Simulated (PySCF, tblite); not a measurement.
# B13N13H14: electronic excitations, NMR shifts

Aim: compute the electronic excitations, NMR shifts of B13N13H14.

Computed with tblite 0.8.0 and PySCF 2.14.0 and routines of our own; the level stands in each step. Atoms count from 0.

### 1 The system as given

40 atoms, charge 0, multiplicity 1; geometry from: force field, distance geometry or constructed start.

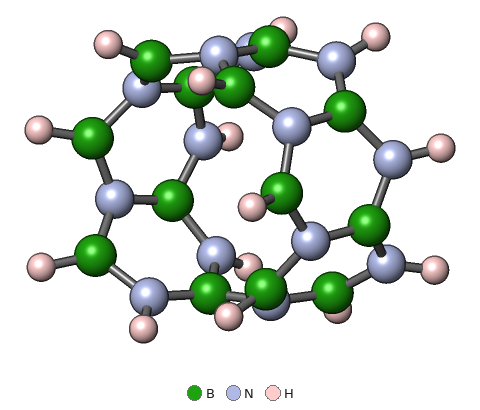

The starting geometry (boron green, nitrogen light blue, hydrogen pink).

### 2 Geometry optimisation with GFN2-xTB

What the job is given:

```
{"job": {"kind": "relax", "xc": "GFN2-xTB", "basis": "xTB"}, "charge": 0, "multiplicity": 1}
B      2.448500     0.908900    -0.072800
N      1.669800     1.990400    -0.630300
B      1.953400     1.720200     2.249000
N      0.842900     2.457700     1.689600
B      0.659400     2.507200     0.263500
N     -0.667300     2.507900    -0.294700
B     -0.847100     2.455000    -1.731100
N     -1.948400     1.725200    -2.278500
B     -1.673900     1.985700     0.591000
N     -2.450000     0.909900     0.040800
B     -2.511100     0.728500    -1.398600
N     -2.559900    -0.595900    -1.948700
B     -2.616400    -0.215000     0.927800
N     -2.183200    -1.469900     0.367900
B     -2.076300    -1.619700    -1.065000
N     -1.027700    -2.433700    -1.611100
B     -1.365300    -2.257600     1.255000
N     -0.098500    -2.644500     0.700900
B      0.093200    -2.639300    -0.731300
N      1.364900    -2.258600    -1.283300
B      1.019900    -2.430500     1.586900
N      2.069600    -1.623300     1.033000
B      2.185200    -1.464700    -0.395900
N      2.605200    -0.220000    -0.956200
B      2.554300    -0.591300     1.917600
N      2.499300     0.728800     1.367000
H      1.832500     2.363800    -1.581600
H      2.361100     1.917100     3.326400
H      0.176300     2.942900     2.323300
H     -0.094800     3.004100    -2.432600
H     -2.315800     1.895500    -3.238600
H     -1.857200     2.409500     1.668800
H     -2.912500    -0.792500    -2.908000
H     -3.056800    -0.117800     2.003600
H     -1.069100    -2.836100    -2.578100
H     -1.705400    -2.562200     2.328300
H      1.663700    -2.530400    -2.247600
H      1.073100    -2.885800     2.659900
H      3.006800    -0.131400    -1.912300
H      2.947300    -0.814000     2.995100
```

Command:

```
$ OMP_NUM_THREADS=2 python large_run.py task.json out
```

One launch serves the whole session: the jobs run in the order shown.

Output:

```text
step      E/eV     max force
  0   -1688.54401    2.172
  1   -1689.12196    1.585
  2   -1689.61900    1.040
  3   -1689.84101    0.544
  4   -1689.89776    0.404
  5   -1689.93516    0.318
  6   -1689.97236    0.272
  7   -1689.99926    0.266
  8   -1690.03017    0.286
  9   -1690.06078    0.273
 10   -1690.08928    0.287
 11   -1690.11324    0.248
 12   -1690.13638    0.312
 13   -1690.15954    0.325
 14   -1690.17964    0.262
 15   -1690.19509    0.214
 16   -1690.20629    0.153
 17   -1690.21358    0.148
 18   -1690.21861    0.138
 19   -1690.22342    0.125
 20   -1690.22867    0.108
 21   -1690.23359    0.126
 22   -1690.23755    0.143
 23   -1690.24119    0.125
 24   -1690.24550    0.096
 25   -1690.25010    0.110
 26   -1690.25374    0.108
 27   -1690.25653    0.099
 28   -1690.25967    0.094
 29   -1690.26410    0.117
 30   -1690.26921    0.144
 31   -1690.27313    0.118
 32   -1690.27544    0.080
 33   -1690.27733    0.075
 34   -1690.27982    0.082
 35   -1690.28240    0.083
 36   -1690.28450    0.079
 37   -1690.28629    0.070
 38   -1690.28832    0.086
 39   -1690.29072    0.106
 40   -1690.29311    0.093
 41   -1690.29525    0.075
 42   -1690.29734    0.075
 43   -1690.29948    0.075
 44   -1690.30134    0.081
 45   -1690.30270    0.065
 46   -1690.30378    0.058
 47   -1690.30492    0.066
 48   -1690.30627    0.072
 49   -1690.30770    0.064
 50   -1690.30900    0.049
 51   -1690.31012    0.056
 52   -1690.31108    0.053
 53   -1690.31185    0.047
 54   -1690.31245    0.038
 55   -1690.31296    0.040
 56   -1690.31343    0.037
 57   -1690.31387    0.033
 58   -1690.31424    0.035
 59   -1690.31453    0.028
 60   -1690.31475    0.024
 61   -1690.31495    0.022
 62   -1690.31513    0.023
 63   -1690.31530    0.024
 64   -1690.31543    0.022
 65   -1690.31554    0.015
```

Run time: 1.8 s. Hardware: 2 threads of AMD EPYC 9R45, shared host; peak memory 0.16 GiB.

Relaxation path:

| step | energy from step 0 (eV) | largest force (eV/Å) |
| --- | --- | --- |
| 0 | 0.0000 | 2.1714 |
| 1 | -0.5779 | 1.5849 |
| 2 | -1.0750 | 1.0390 |
| 3 | -1.2970 | 0.5439 |
| 4 | -1.3537 | 0.4037 |
| 5 | -1.3911 | 0.3179 |
| 6 | -1.4283 | 0.2725 |
| 7 | -1.4552 | 0.2658 |
| 8 | -1.4862 | 0.2850 |
| 12 | -1.5924 | 0.3122 |
| 17 | -1.6696 | 0.1484 |
| 22 | -1.6935 | 0.1420 |
| 27 | -1.7125 | 0.0990 |
| 32 | -1.7314 | 0.0804 |
| 36 | -1.7405 | 0.0797 |
| 41 | -1.7512 | 0.0753 |
| 46 | -1.7598 | 0.0575 |
| 51 | -1.7661 | 0.0552 |
| 56 | -1.7694 | 0.0365 |
| 61 | -1.7709 | 0.0227 |
| 62 | -1.7711 | 0.0231 |
| 63 | -1.7713 | 0.0234 |
| 64 | -1.7714 | 0.0216 |
| 65 | -1.7715 | 0.0155 |

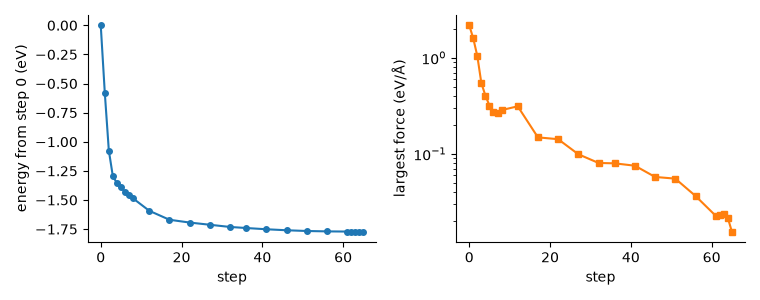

Energy and largest force along the relaxation.

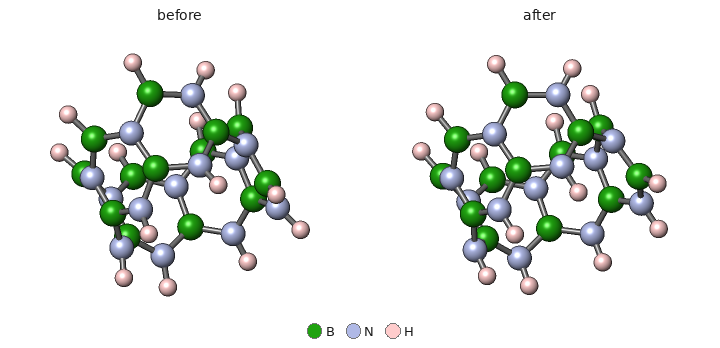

Before and after, at one scale.

Distances of close pairs at the start and the end, largest changes first:

| bond | before (Å) | after (Å) | change (Å) |
| --- | --- | --- | --- |
| N15–H34 | 1.048 | 1.010 | -0.039 |
| N19–H36 | 1.045 | 1.010 | -0.036 |
| B2–N3 | 1.446 | 1.412 | -0.034 |
| N7–H30 | 1.042 | 1.008 | -0.034 |
| N3–H28 | 1.040 | 1.008 | -0.032 |
| N11–H32 | 1.041 | 1.009 | -0.031 |
| N23–H38 | 1.041 | 1.009 | -0.031 |
| N1–H26 | 1.035 | 1.009 | -0.026 |

The final coordinates are the input of the step that follows.

### 3 Electronic excitations: TDDFT B3LYP/6-31G*

What the job is given:

```
{"job": {"kind": "uv", "basis": "6-31G*", "grid": 1, "kgrid": 0, "vcut": 1.5, "nstates": 6, "ntriplets": 2, "tda": false, "delta": [], "pop": true, "xc": "B3LYP"}, "charge": 0, "multiplicity": 1}
B      2.264702     0.817606    -0.088730
N      1.609480     1.954233    -0.649130
B      1.926200     1.793756     2.162250
N      1.057312     2.734455     1.568561
B      0.649603     2.606156     0.198944
N     -0.717422     2.732080    -0.273930
B     -1.058460     2.798353    -1.668589
N     -1.976882     1.860832    -2.192128
B     -1.615594     1.995326     0.592600
N     -2.321160     0.887035     0.036999
B     -2.315362     0.714095    -1.394126
N     -2.430690    -0.598277    -1.938297
B     -2.513605    -0.268489     0.878568
N     -2.131538    -1.531517     0.333879
B     -1.930755    -1.645763    -1.091528
N     -1.017730    -2.629171    -1.586594
B     -1.365373    -2.386969     1.210284
N     -0.101329    -2.821863     0.703892
B      0.123290    -2.764585    -0.720008
N      1.447839    -2.518132    -1.204188
B      1.014578    -2.573979     1.587208
N      2.032451    -1.715720     1.064211
B      2.118429    -1.556734    -0.367515
N      2.596009    -0.321027    -0.900244
B      2.426852    -0.618873     1.913037
N      2.370102     0.690762     1.346920
H      1.440086     1.960810    -1.644004
H      2.194974     1.859603     3.300605
H      0.557896     3.376598     2.162949
H     -0.553651     3.590932    -2.376453
H     -2.192547     1.870204    -3.177239
H     -1.667492     2.212139     1.743975
H     -2.399958    -0.716656    -2.940225
H     -2.817338    -0.151610     2.003289
H     -0.879845    -2.702107    -2.584011
H     -1.676322    -2.552088     2.325869
H      1.596184    -2.477254    -2.202166
H      0.989995    -2.892865     2.711808
H      2.629894    -0.207023    -1.902681
H      2.626877    -0.780653     3.055028
```

With the program's defaults for keys left out, this is: TDDFT B3LYP/6-31G*, vertical, gas phase, core orbitals frozen in the response, virtual orbitals cut by energy.

Output:

```text
start: PBE on a coarse grid of 33993 points
cycle   1  E = -1042.7873162423  dE =  4.497e+00  |g| = 1.377e+00  |ddm| = 6.965e+00
cycle   2  E = -1041.9562499069  dE =  8.311e-01  |g| = 2.338e+00  |ddm| = 3.512e+00
cycle   3  E = -1043.2151389073  dE = -1.259e+00  |g| = 2.329e-01  |ddm| = 2.394e+00
cycle   4  E = -1043.2283435610  dE = -1.320e-02  |g| = 8.819e-02  |ddm| = 3.028e-01
cycle   5  E = -1043.2299511671  dE = -1.608e-03  |g| = 2.956e-02  |ddm| = 8.724e-02
cycle   6  E = -1043.2301390207  dE = -1.879e-04  |g| = 1.170e-02  |ddm| = 3.964e-02
cycle   7  E = -1043.2301748389  dE = -3.582e-05  |g| = 2.587e-03  |ddm| = 1.321e-02
final grid: 149928 points
cycle   8  E = -1044.4037222156  dE = -8.776e-03  |g| = 1.361e-01  |ddm| = 3.507e-01
cycle   9  E = -1044.4009578494  dE =  2.764e-03  |g| = 1.756e-01  |ddm| = 2.188e-01
cycle  10  E = -1044.4074857297  dE = -6.528e-03  |g| = 1.119e-02  |ddm| = 1.292e-01
cycle  11  E = -1044.4075176152  dE = -3.189e-05  |g| = 3.437e-03  |ddm| = 1.604e-02
cycle  12  E = -1044.4075190951  dE = -1.480e-06  |g| = 1.012e-03  |ddm| = 3.739e-03
cycle  13  E = -1044.4075204473  dE = -1.352e-06  |g| = 4.198e-04  |ddm| = 1.064e-03
cycle  14  E = -1044.4075192776  dE =  1.170e-06  |g| = 7.943e-05  |ddm| = 4.129e-04
converged SCF energy = -1044.4075192776

Static polarisability (au): isotropic 197.041, principal 172.179 205.643 213.302

Singlet excitations
state   eV       nm        f      main configurations
  1   5.2285    237.1   0.00108   H->L 0.89
  2   5.3116    233.4   0.00154   H-1->L 0.86
  3   5.4713    226.6   0.02857   H->L+1 0.84
  4   5.7384    216.1   0.00017   H-2->L 0.64, H->L+2 0.12, H-1->L+1 0.12
  5   5.7463    215.8   0.00767   H-1->L+1 0.73, H-2->L 0.11, H->L+1 0.09
  6   5.8633    211.5   0.00899   H->L+2 0.67, H->L+3 0.11, H-2->L 0.09

Triplet excitations (Tamm-Dancoff, eV): 4.9086 4.9518
```

It took 34 s on 2 threads of AMD EPYC 9R45, shared host; peak memory 1.1 GiB.

Frontier orbitals and where they lie:

```csv
orbital,eV,atoms
HOMO−4,-7.30,"N11 17 %, N21 17 %, N7 16 %"
HOMO−3,-7.17,"N3 21 %, N15 21 %, N25 10 %"
HOMO−2,-6.96,"N13 18 %, N17 16 %, N9 11 %"
HOMO−1,-6.48,"N23 28 %, N19 20 %, N1 16 %"
HOMO,-6.36,"N5 15 %, N15 13 %, N11 11 %"
LUMO,-0.40,"B16 20 %, B20 17 %, B18 9 %"
LUMO+1,-0.02,"B6 27 %, B8 19 %, B4 14 %"
LUMO+2,0.27,"B12 20 %, B10 19 %, B8 10 %"
LUMO+3,0.51,"B12 23 %, B8 21 %, B14 12 %"
```

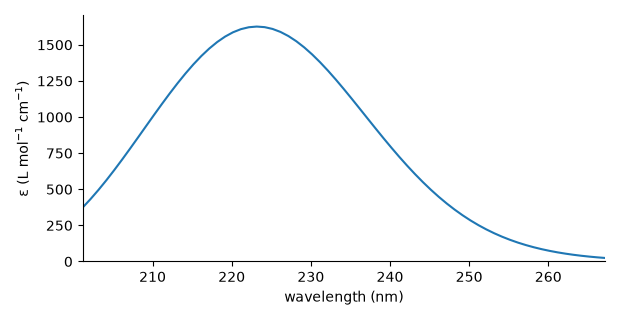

Absorption spectrum: each of the 6 states is a Gaussian band of 0.4 eV half-width at 1/e. Beyond the last state computed it falls off for lack of states.

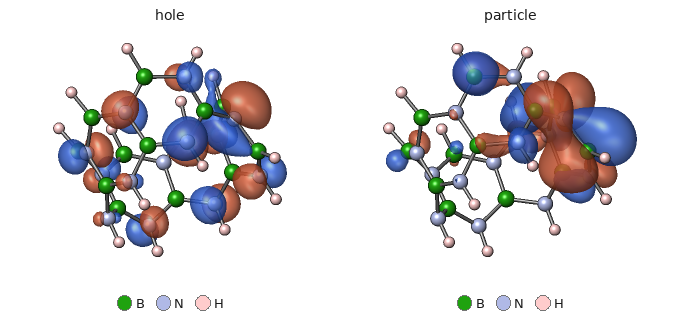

Leading natural transition orbitals of singlet state 3: the electron leaves the hole (left) for the particle orbital (right).

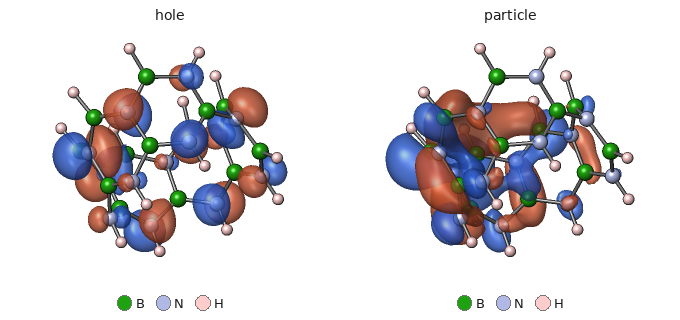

Leading natural transition orbitals of singlet state 1: the electron leaves the hole (left) for the particle orbital (right).

Ground-state properties from the same run:

```csv
property,computed
dipole moment (D),6.86
polarisability (Å³),29.20
HOMO–LUMO gap (eV),5.96
−ε(HOMO) (eV),6.36
```

Orbitals, density, ELF and potential are computed afterwards from the orbital file.

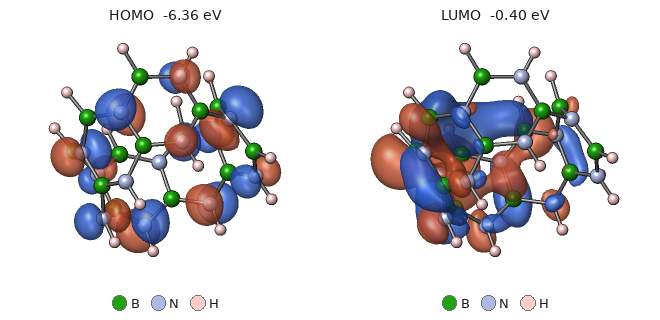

B3LYP/6-31G* orbitals near the gap, drawn at the value that encloses 70 % of each; the two colours are the two signs.

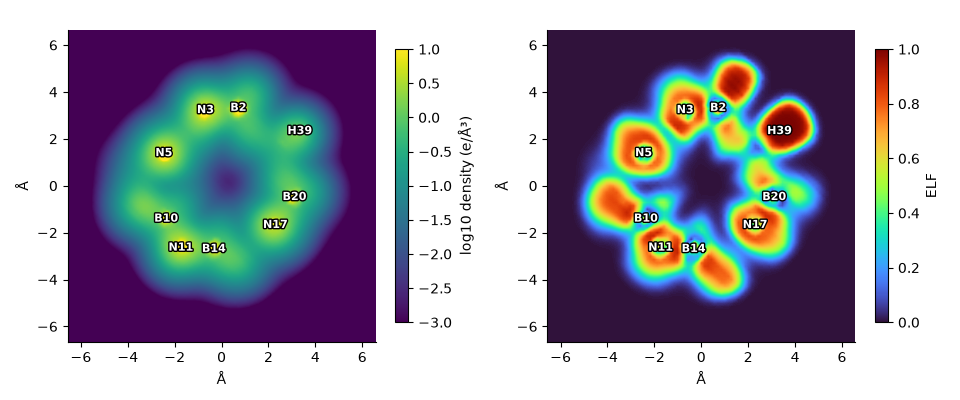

Density (left) and ELF (right) in a plane through or near 9 of the atoms.

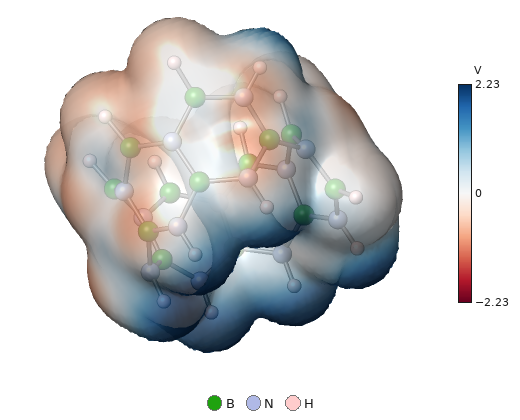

The potential that a unit positive charge feels on the 0.002 e/bohr³ surface, from the 1st to the 99th percentile, from -0.86 V near N1 to 2.23 V near H32.

[end of part 1 of 2]
